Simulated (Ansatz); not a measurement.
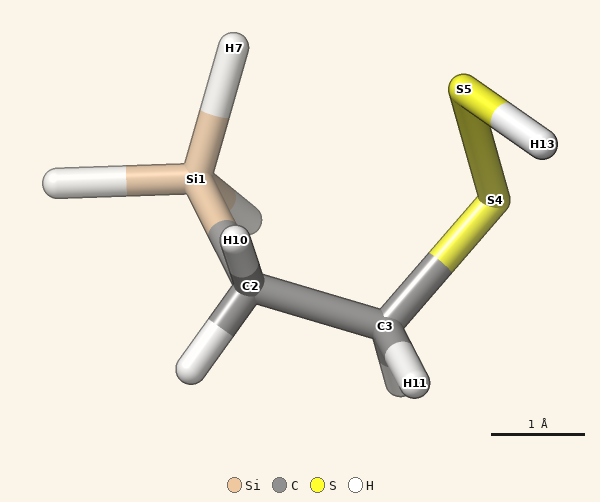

Figure 1. The structure (stick view, seen at a tilt; atoms are numbered from 1 in the order of the input).

# Single-point calculation of C₂H₈S₂Si

C₂H₈S₂Si, computed with RKS PBE-D4/def2-TZVPP (Ansatz 0.2.0).

The geometry comes from this level: PBE0-D4/def2-TZVP. Figures and captions count atoms from 1; the log counts them from 0 in places.

The program's output:
```
Functional definition: PBE
  name "PBE"
  cite "Perdew, Burke & Ernzerhof, Phys. Rev. Lett. 77, 3865 (1996) doi:10.1103/PhysRevLett.77.3865"
  parent pbe
  parameter kappa = 0.804
  parameter beta = 0.06672455060314922
  exchange = pbe_x(kappa = kappa, mu = beta*pi^2/3)
  correlation = pbe_c(beta = beta)
1688 factors; their error is unknown
mean field evaluation 1: about -31725.5903 eV, gradient 7.2e1 eV
mean field evaluation 2: about -31658.6507 eV, gradient 1.6e2 eV
mean field evaluation 4: about -31737.5848 eV, gradient 1.6e1 eV
mean field evaluation 8: about -31738.2297 eV, gradient 1.5e-1 eV
mean field evaluation 16: about -31738.1877 eV, gradient 7.3e-4 eV
mean field -31738.18766485 eV, -1166.3568837669 hartree, gradient 1.2e-5 eV, S^2 0.000000; 0 other end points of the search recorded, 0 dependent functions left out
the calculation of the forces begins
reference -31738.18771201 eV, -1166.3568855002 hartree; 33, 33 occupied and 267, 267 virtual orbitals, 1688 factors
Total energy: -31738.56247682 eV, -1166.3706578528 hartree
Atom 0 at    -1.765097    -0.475725     0.033272 Å, force    -0.029303    -0.004803    -0.030290 eV/Å
Atom 1 at    -0.208454     0.153384     0.892194 Å, force    -0.032979    -0.028155     0.014661 eV/Å
Atom 2 at     1.083938    -0.465963     0.392655 Å, force    -0.031241     0.015728     0.100817 eV/Å
Atom 3 at     1.299828    -0.416986    -1.407473 Å, force     0.067119    -0.301965    -0.256095 eV/Å
Atom 4 at     1.160450     1.565423    -1.860880 Å, force    -0.301540     0.232545    -0.124079 eV/Å
Atom 5 at    -2.936999    -0.187766     0.905730 Å, force    -0.119985     0.026839     0.085714 eV/Å
Atom 6 at    -1.993363     0.183598    -1.277083 Å, force    -0.031812     0.061032    -0.133328 eV/Å
Atom 7 at    -1.675741    -1.947770    -0.168868 Å, force     0.003978    -0.147164    -0.022717 eV/Å
Atom 8 at    -0.302761    -0.032635     1.967731 Å, force    -0.025329    -0.023061     0.212785 eV/Å
Atom 9 at    -0.167911     1.240468     0.771147 Å, force     0.008816     0.213875    -0.020830 eV/Å
Atom 10 at     1.962076    -0.018645     0.864832 Å, force     0.192591     0.086689     0.103287 eV/Å
Atom 11 at     1.110181    -1.541296     0.601693 Å, force     0.011315    -0.223499     0.039664 eV/Å
Atom 12 at     2.454354     1.908912    -1.700147 Å, force     0.288372     0.091939     0.030411 eV/Å
Dipole moment:     0.266514     0.078141     0.363841 e Å
```

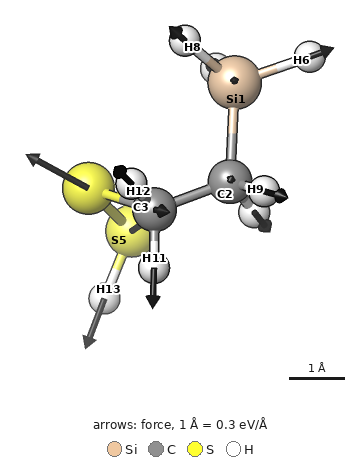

Figure 2. Forces on the atoms as black arrows (ball-and-stick view, seen at an oblique angle; atoms are numbered from 1 in the order of the input). The largest act on S4, S5 (0.40 eV/Å); H13 (0.30 eV/Å); H11 (0.24 eV/Å); H12 (0.23 eV/Å), among others. The geometry is not a stationary point of this energy.

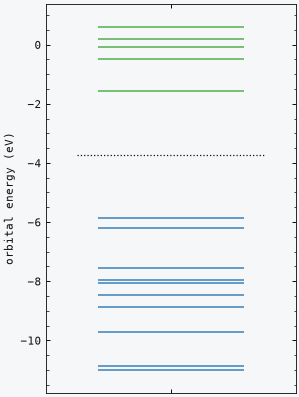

Figure 3. Orbital energies near the frontier; the dotted line parts filled from empty levels, and levels within 0.02 eV of each other stand side by side. Highest filled −5.86 eV, lowest empty −1.58 eV, 4.28 eV apart.

The run was set up as follows.

The input:
```yaml
crystal:
  periodic: [false, false, false]
  atoms:
    - {symbol: Si, position_ang: [-1.765097, -0.475725, 0.033272]}
    - {symbol: C, position_ang: [-0.208454, 0.153384, 0.892194]}
    - {symbol: C, position_ang: [1.083938, -0.465963, 0.392655]}
    - {symbol: S, position_ang: [1.299828, -0.416986, -1.407473]}
    - {symbol: S, position_ang: [1.160450, 1.565423, -1.860880]}
    - {symbol: H, position_ang: [-2.936999, -0.187766, 0.905730]}
    - {symbol: H, position_ang: [-1.993363, 0.183598, -1.277083]}
    - {symbol: H, position_ang: [-1.675741, -1.947770, -0.168868]}
    - {symbol: H, position_ang: [-0.302761, -0.032635, 1.967731]}
    - {symbol: H, position_ang: [-0.167911, 1.240468, 0.771147]}
    - {symbol: H, position_ang: [1.962076, -0.018645, 0.864832]}
    - {symbol: H, position_ang: [1.110181, -1.541296, 0.601693]}
    - {symbol: H, position_ang: [2.454354, 1.908912, -1.700147]}
basis:
  gaussian: {orbitals: def2-TZVPP}
hamiltonian: {xc: pbe, dispersion: d4}
output: {forces: true, orbitals: {seedname: orbitals}}
```

Run as:
```bash
ansatz run in.yaml --threads 4 --pin off --events-out ev --progress --plain --max-ram 10444MiB
```

Summary:

| quantity | value |
| --- | --- |
| outcome | converged |
| total energy | −31738.5625 eV |
| mean-field energy | −31738.1877 eV |
| dispersion energy | −0.3748 eV |
| SCF solution under orbital rotations | stable |
| HOMO | −5.86 eV |
| LUMO | −1.58 eV |
| largest force (length of the vector) | 0.402 eV/Å |
| dipole moment | 2.20 D |
| hardware | 4 threads of Arm Neoverse V1, 23 GiB of memory available, shared host |
| wall time | 4.1 s (CPU time 15 s) |
| peak memory | 0.5 GiB |
